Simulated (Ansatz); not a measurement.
# A thicker film of HfO2 (111) from four thinner ones

In a field along its normal an insulating film takes a dipole p. Written as a length, p/(ε₀AE), it should grow by 1 − 1/ε for each ångström added.

Set-up. Ansatz 0.2.0, plane waves with PAW datasets (its set soft_2), PBEsol; fluorite films relaxed at a bulk in-plane lattice constant near the measured one, then held in weak fields of both signs with a dipole correction (A is the cell's area, E the outer field).

```tsv
run	distance between the outer atoms (Å)	p/(ε₀AE) (Å)
2 units	4.314	5.137
3 units	7.225	7.497
4 units	10.109	9.849
5 units	12.996	12.202
6 units	15.883	?
```

Q: Estimate the withheld value from the rows shown.

A least-squares line through the 4 rows shown has slope 0.8139 and intercept 1.6221; no row lies more than 0.006 Å off it. That slope means ε = 1/(1 − 0.8139) = 5.37. At 15.883 it gives 0.8139 × 15.883 + 1.6221 = 14.549 Å, beyond the rows fitted. Rounding and scatter of the rows alone allow about ±0.009 Å there.

The run itself gives 14.554 Å: a miss of +0.005 Å, or 0.0 % of the value. The length is met to within 1 %, though ε is more sensitive than the length: the two thickest films give ε = 5.40.

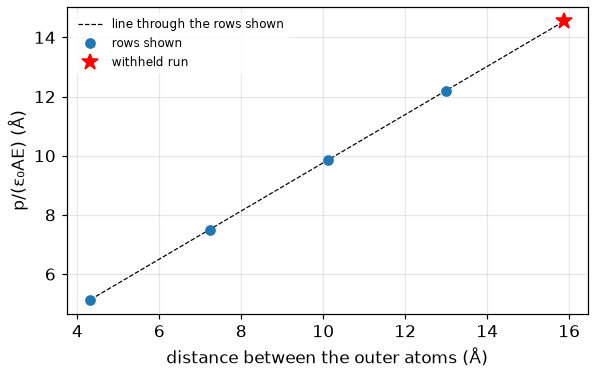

The fit and the withheld run.

**Limits.** This is the electronic response alone. A unit is one step of the cut along the normal (a plane, a pair of planes or a cell), and the layers relax along it, away from their bulk spacing where the functional's lattice constant differs from the one held.

[Logs are printed without paths, hosts, clocks, repeated set-up lines and the standing remarks that a program may print on its own settings, such as how far it seeks lower states.]
